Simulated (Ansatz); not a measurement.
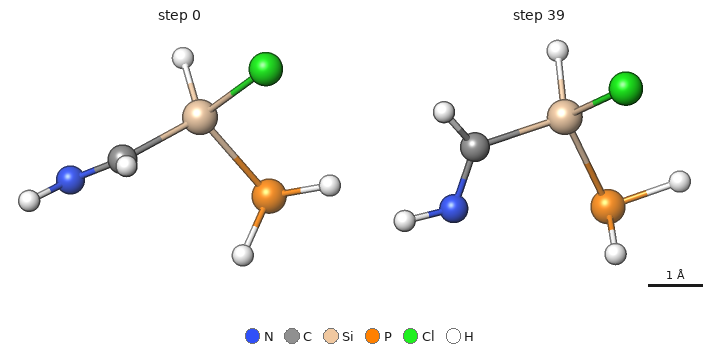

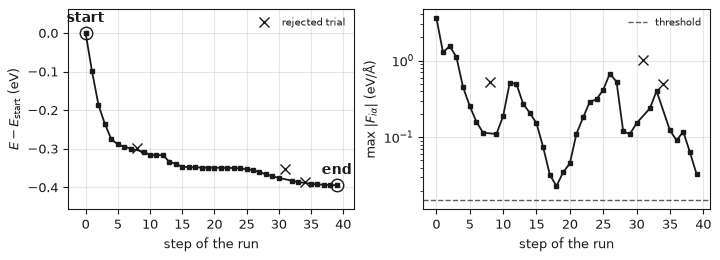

First and last geometry of a relaxation of CH$_{5}$ClNPSi, with the history of the run. Style: ball-and-stick. Shown at a tilt.

The run prepares an end point of a later path (inversion) calculation, from a guessed geometry.

The calculation used Ansatz, RKS PBE0-D4/6-31G*. (no spin polarisation; force threshold 0.015 eV/Å; at most 40 steps)

Read the history and describe the run.

The relaxation stopped without meeting its thresholds, so the last structure isn't shown to be converged. It used up its limit of 40 steps. The atom that moves furthest after the best rigid fit is an H atom (1.36 Å). Largest moves by element: H 1.36 Å, N 0.74 Å, Cl 0.54 Å, P 0.43 Å, C 0.26 Å, Si 0.19 Å. Near-neighbour distances that change, for instance: H–P 1.350 → 1.424 Å, H–N 1.067 → 1.026 Å, C–N 1.236 → 1.274 Å, H–P 1.453 → 1.420 Å. Among the angles between lasting bonds that change: P–Si–Cl 104.7° → 115.7°, C–Si–P 112.5° → 106.9°, C–Si–H 116.1° → 111.0°. Groups turn about C–Si by about 70°, P–Si by about 40°. Over 36 accepted moves (39 points after the start) the energy falls by 0.394 eV. Largest force component: 3.6 eV/Å at the start, 0.033 eV/Å at the end. The line search rejected the trial steps at points 8, 31, 34 of the run. The run took 120 s on 2 threads of Intel(R) Xeon(R) Platinum 8488C (Sapphire Rapids), on a shared host, peak memory 0.25 GiB.
